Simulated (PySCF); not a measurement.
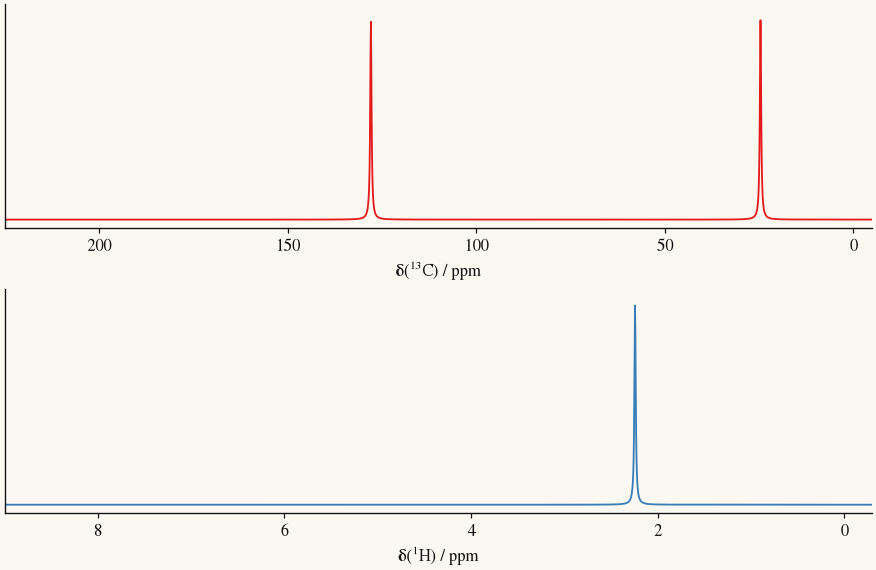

GIAO shifts, PBE0/6-311+G(2d,p) with PySCF, at a PBE0-D3(BJ)/def2-SVP geometry (no frequency check), against TMS for ¹³C and TMS for ¹H computed at the same level. Gas phase, fully decoupled, line heights follow the number of nuclei, widths are arbitrary (no quadrupolar broadening); values of one conformer, averaged over methyl-type rotors and exact or near symmetry.

**Which molecule was computed?**
A. C₂H₇ClSi₂, SMILES [SiH3]/C=C(/[SiH3])Cl
B. C₃H₁₀Si₂, SMILES C/C([SiH3])=C\[SiH3]
C. C₄H₄F₂, SMILES FC1=C(F)CC1
D. CH₈Si₂, SMILES C[SiH2][SiH3]

Option C. Its ¹³C signals: 127.9 (2 C), 24.6 (2 C) ppm. Its ¹H signals: 2.24 (4 H) ppm.
